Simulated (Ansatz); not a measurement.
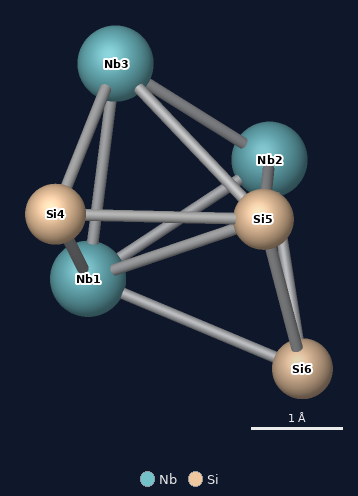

Figure 1. The structure (ball-and-stick view, seen at a tilt; atoms are numbered from 1 in the order of the input). Sticks mark near contacts. Bond lengths as drawn: Nb–Nb 2.45 to 2.50 Å, Nb–Si 2.51 to 2.77 Å and Si–Si 2.38 Å.

## Nb3Si3: a changed input and its effect

System: Nb3Si3, multiplicity 2.
Method of the first run: UKS PBE0-D4/def2-TZVP (Ansatz 0.2.0).

The geometry comes from this level: PBE-D4/def2-SVP. Text and figures count atoms from 1; the logs count them from 0 in places.

## Input, the first run
```yaml
crystal:
  periodic: [false, false, false]
  atoms:
    - {symbol: Nb, position_ang: [0.167737, -0.228830, -1.428249]}
    - {symbol: Nb, position_ang: [-1.051769, 1.527349, -0.124496]}
    - {symbol: Nb, position_ang: [-1.654834, -0.827645, 0.178985]}
    - {symbol: Si, position_ang: [0.489408, -2.134994, 0.285753]}
    - {symbol: Si, position_ang: [0.592146, 0.016986, 1.295869]}
    - {symbol: Si, position_ang: [1.457321, 1.647144, -0.207861]}
basis:
  gaussian: {orbitals: def2-TZVP, initial_orbitals: start.molden}
magnetization: {spin_polarized: true, initial_magnetization: 1}
hamiltonian: {xc: pbe0, dispersion: d4}
scf: {omitted_lower_state_checks: [starts]}
output: {orbitals: {seedname: orbitals}}
```

Command:
```bash
ansatz run in.yaml --threads 4 --pin off --events-out ev --progress --plain --max-ram 4787MiB
```

Hardware: 4 threads of Arm Neoverse V2, 23 GiB of memory available, shared host.

## Output (the first run)
```
Functional definition: PBE0
  parameter a = 0.25
  parameter kappa = 0.804
  parameter beta = 0.06672455060314922
  exchange = (1 - a)*pbe_x(kappa = kappa, mu = beta*pi^2/3) + a*exact_x
  correlation = pbe_c(beta = beta)
these checks for a lower state are left out or cut short: starts
1917 factors; their error is unknown
mean field evaluation 1: about -28270.2250 eV, gradient 7.6e1 eV
mean field evaluation 2: about -28272.0383 eV, gradient 2.6e0 eV
mean field evaluation 4: about -28272.2737 eV, gradient 2.3e-1 eV
mean field evaluation 8: about -28272.2755 eV, gradient 1.0e-4 eV
mean field evaluation 16: about -28272.2755 eV, gradient 1.0e-5 eV
mean field -28272.27553800 eV, -1038.9869623848 hartree, gradient 1.0e-5 eV, S^2 0.827348; 0 other end points of the search recorded, 0 dependent functions left out
reference -28272.27557113 eV, -1038.9869636023 hartree; 41, 40 occupied and 190, 191 virtual orbitals, 1917 factors
Total energy: -28272.61603269 eV, -1038.9994753339 hartree
Checks for a lower state left out: starts
```

For the second run the input was changed thus:
```diff
-hamiltonian: {xc: pbe0, dispersion: d4}
+correlation: {method: mp2}
```

What does this change do to the results?

The total energies belong to different models, so their difference says nothing on which is more stable or more accurate. The HOMO goes from −4.89 to −6.48 eV. The LUMO goes from −2.83 to −0.04 eV. On the same kind of shared host the second run took about 0.38 times as long.

## Output (the second run)
```
Functional definition: HF
  exchange = exact_x
  correlation = 0
these checks for a lower state are left out or cut short: starts
1729 factors; integrals over basis functions are off by at most 6.4e-4 eV
mean field evaluation 1: about -28178.9513 eV, gradient 2.2e1 eV
mean field evaluation 2: about -28180.3469 eV, gradient 2.0e0 eV
mean field evaluation 4: about -28180.5537 eV, gradient 5.5e0 eV
mean field evaluation 8: about -28182.8294 eV, gradient 9.9e-1 eV
mean field evaluation 16: about -28182.9313 eV, gradient 7.4e-5 eV
mean field -28182.93134769 eV, -1035.7036239506 hartree, gradient 7.5e-6 eV, S^2 4.102836; 0 other end points of the search recorded, 0 dependent functions left out
15 core orbitals not correlated: weight in the atoms' cores, before any rotation towards them, 1.000 or more for the frozen orbitals, at most 0.000 for the correlated occupied ones
reference -28182.93134769 eV, -1035.7036239506 hartree; 26, 25 occupied and 190, 191 virtual orbitals, 1729 factors
second order -42.16399821 eV of doubles, -0.00000000 eV of singles
Total energy: -28225.09534590 eV, -1037.2531223051 hartree
Checks for a lower state left out: starts
```

## The two runs side by side

| quantity | the first run | the second run |
| --- | --- | --- |
| outcome | converged | converged |
| total energy (hartree) | −1038.999475 | −1037.253122 |
| HOMO (eV) | −4.89 | −6.48 |
| LUMO (eV) | −2.83 | −0.04 |
| ⟨S²⟩ | 0.827 | 4.103 |
| basis functions | 231 | – |
| wall time (shared host) | 41 s | 16 s |

For the second run: ⟨S²⟩ is 4.10 against 0.75 for a pure state: the solution is spin-contaminated.
